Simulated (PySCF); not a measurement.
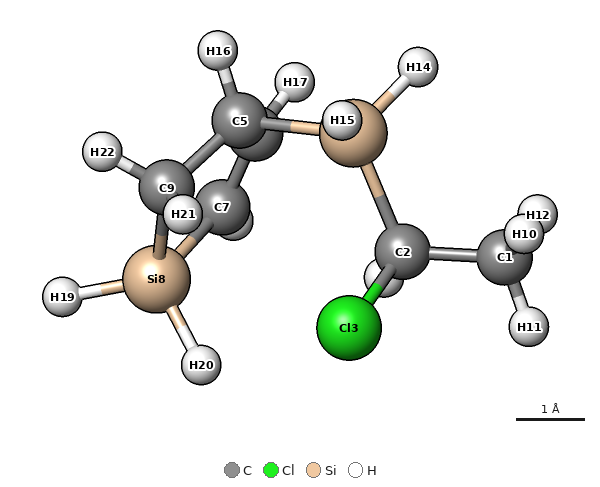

**Figure 1.** The structure (ball-and-stick view, seen at a tilt; atoms are numbered from 1 in the order of the input). Bond lengths as drawn: C–C 1.33 to 1.54 Å, C–Cl 1.80 Å, C–H 1.08 to 1.10 Å, C–Si 1.87 to 1.92 Å and H–Si 1.46 to 1.47 Å.

**Run report: C$_{6}$H$_{13}$ClSi$_{2}$, NMR shielding calculation**

System: C$_{6}$H$_{13}$ClSi$_{2}$.
Method: GIAO PBE0/pcSseg-1 NMR shielding, non-relativistic, gas phase (PySCF 2.14.0).

The geometry comes from this level: GFN2-xTB. It belongs to a series of runs on one base structure; here: H on C replaced by CH3. Figures and captions count atoms from 1; the log counts them from 0 in places.

Log
```
coarse grid: 19448 points
cycle   1  E = -1274.7639451024  dE =  8.552e-01  |g| = 4.833e-01  |ddm| = 4.233e+00
cycle   2  E = -1274.7393442768  dE =  2.460e-02  |g| = 5.749e-01  |ddm| = 1.009e+00
cycle   3  E = -1274.8259947928  dE = -8.665e-02  |g| = 6.238e-02  |ddm| = 6.087e-01
cycle   4  E = -1274.8268016326  dE = -8.068e-04  |g| = 3.063e-02  |ddm| = 8.936e-02
cycle   5  E = -1274.8270080448  dE = -2.064e-04  |g| = 1.043e-02  |ddm| = 3.262e-02
cycle   6  E = -1274.8270341410  dE = -2.610e-05  |g| = 3.347e-03  |ddm| = 1.284e-02
cycle   7  E = -1274.8270368434  dE = -2.702e-06  |g| = 6.905e-04  |ddm| = 3.542e-03
final grid: 172688 points
cycle   8  E = -1274.8798667763  dE = -4.177e-05  |g| = 8.936e-03  |ddm| = 3.168e-02
cycle   9  E = -1274.8798533471  dE =  1.343e-05  |g| = 1.130e-02  |ddm| = 1.783e-02
cycle  10  E = -1274.8798867249  dE = -3.338e-05  |g| = 1.083e-03  |ddm| = 1.104e-02
cycle  11  E = -1274.8798869529  dE = -2.280e-07  |g| = 3.447e-04  |ddm| = 1.392e-03
cycle  12  E = -1274.8798869808  dE = -2.787e-08  |g| = 8.389e-05  |ddm| = 3.425e-04
cycle  13  E = -1274.8798869822  dE = -1.408e-09  |g| = 4.084e-05  |ddm| = 1.098e-04
cycle  14  E = -1274.8798869826  dE = -4.170e-10  |g| = 8.493e-06  |ddm| = 4.129e-05
```

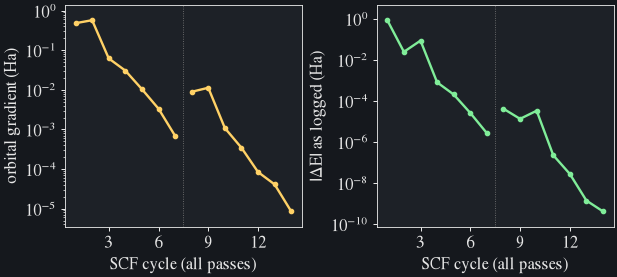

**Figure 2.** Convergence of the self-consistent field: orbital gradient and size of the energy change against the SCF cycle. The dotted line marks the change from a coarse to the final integration grid. The first 7 cycles use a coarse grid, the final grid takes over at cycle 8, and the field converges after 14 cycles in all.

```
converged SCF energy = -1274.8798869826

GIAO shielding tensors (ppm)
atom      isotropic    diamagn.    paramagn.     s11        s22        s33       span
  0 C      161.877     245.204     -83.327    139.150    160.888    185.594     46.445
  1 C      146.451     253.276    -106.825    113.835    140.241    185.277     71.441
  2 Cl     792.474    1149.137    -356.663    613.990    725.558   1037.874    423.885
  3 Si     375.796     881.438    -505.641    339.583    375.820    411.986     72.402
  4 C      149.170     252.871    -103.700    135.272    142.902    169.337     34.065
  5 C       22.624     256.953    -234.329    -94.419     23.256    139.035    233.454
  6 C       57.138     259.187    -202.048    -49.892     54.690    166.616    216.508
  7 Si     377.196     879.915    -502.719    319.592    375.358    436.638    117.045
  8 C      177.482     250.955     -73.472    161.251    173.126    198.070     36.819
  9 H       30.189      28.825       1.364     26.223     28.357     35.988      9.765
 10 H       29.965      28.478       1.486     25.299     27.768     36.827     11.528
 11 H       30.490      29.079       1.411     25.216     28.123     38.131     12.914
 12 H       28.345      34.052      -5.707     23.849     27.991     33.193      9.344
 13 H       27.536      31.283      -3.747     23.624     26.244     32.741      9.117
 14 H       27.416      30.536      -3.120     24.319     25.880     32.047      7.728
 15 H       29.004      31.935      -2.930     24.330     27.061     35.622     11.292
 16 H       24.707      32.367      -7.660     22.873     24.788     26.459      3.586
 17 H       25.567      30.721      -5.154     24.337     25.165     27.198      2.861
 18 H       26.950      28.650      -1.700     23.436     24.026     33.389      9.953
 19 H       26.707      29.263      -2.556     22.378     27.055     30.687      8.309
 20 H       30.130      31.438      -1.308     25.172     29.645     35.571     10.399
 21 H       30.354      29.881       0.473     24.159     27.535     39.366     15.207
```

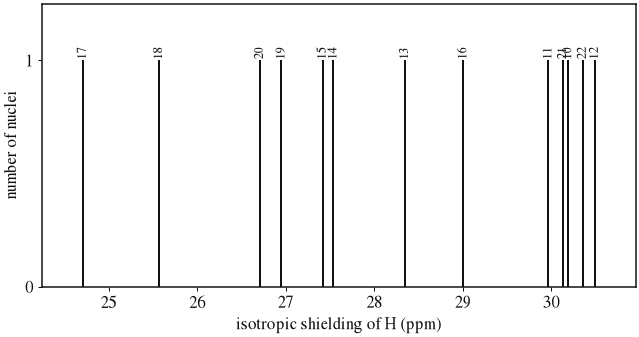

**Figure 3.** Isotropic shieldings of the hydrogen nuclei in this fixed geometry, labelled by atom number; shielding grows to the right, so chemical shift grows to the left. The least shielded is H17 (24.7 ppm), the most shielded H12 (30.5 ppm).

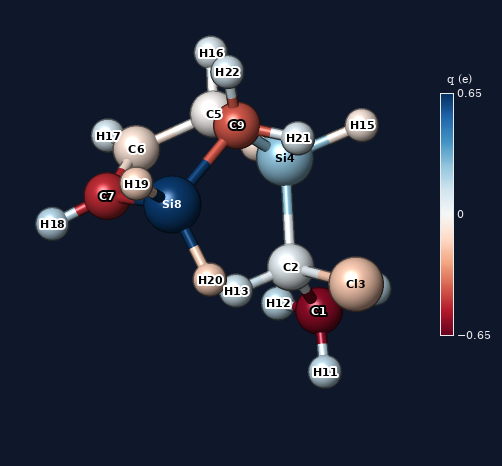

**Figure 4.** ESP-fitted charges, as the colour of each atom (ball-and-stick view, seen at a tilt; atoms are numbered from 1 in the order of the input). By element: C −0.59 to +0.06, Cl −0.17, Si +0.26 to +0.62 and H −0.15 to +0.18 e.

The run was set up as follows.

Input
```
{"job": {"kind": "nmr", "xc": "PBE0", "basis": "pcSseg-1"}, "charge": 0, "multiplicity": 1}
C      2.793939    -1.320837     0.615050
C      1.410290    -0.705137     0.661012
Cl     1.019771    -0.283182     2.364485
Si     1.234340     0.897090    -0.376852
C     -0.601555     1.183706    -0.836959
C     -1.082548     0.018110    -1.633942
C     -1.970964    -0.811771    -1.092347
Si    -2.486787    -0.239085     0.615843
C     -1.513078     1.385655     0.387292
H      3.545569    -0.597249     0.922114
H      2.862573    -2.188985     1.268938
H      3.011385    -1.634584    -0.404042
H      0.663315    -1.450080     0.380291
H      2.012276     0.705975    -1.609394
H      1.761338     2.020102     0.399301
H     -0.616041     2.076957    -1.470910
H     -0.658083    -0.118740    -2.621112
H     -2.326824    -1.683184    -1.618922
H     -3.929324    -0.025865     0.775253
H     -1.994117    -1.090903     1.701906
H     -0.944129     1.673219     1.268840
H     -2.201759     2.208174     0.188887
```

The first line tells a small driver script what to run in PySCF; the rest is the geometry in Å.

Command:
```bash
OMP_NUM_THREADS=1 python <driver script> task.json out
```

Key numbers

| quantity | value |
| --- | --- |
| outcome | converged |
| total energy | −1274.879887 hartree |
| HOMO | −7.14 eV |
| LUMO | −0.29 eV |
| dipole moment | 1.98 D |
| isotropic shielding, C | 22.6 to 177.5 ppm |
| isotropic shielding, Cl | 792.5 ppm |
| isotropic shielding, Si | 375.8 to 377.2 ppm |
| isotropic shielding, H | 24.7 to 30.5 ppm |
| hardware | 1 CPU thread, shared host |
| wall time | 66 s |
| peak memory | 1.1 GiB |
